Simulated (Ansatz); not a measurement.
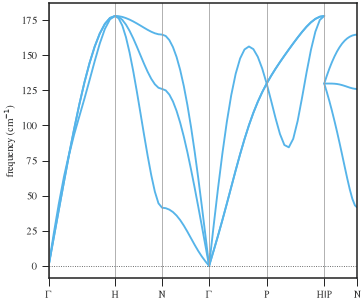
Fig. 1. Phonon dispersion of Ca (bcc (W type), Im-3m), the program Ansatz at the LDA level (PAW); imaginary frequencies are drawn negative

Question: Is this phase dynamically stable?

Answer: Yes, on this path no branch is imaginary.

Question: How high does the spectrum reach?

Answer: About 180 cm⁻¹ (5.3 THz).

This is a known high-temperature phase of the composition, computed here at zero pressure and temperature. The LDA relaxation kept the symmetry of its start. As this level gives no gap, phonon frequencies hold no LO–TO term and depend on the k-mesh and smearing (Fermi–Dirac, 0.1 eV here).

Potentials: the later of the program's two PAW sets.
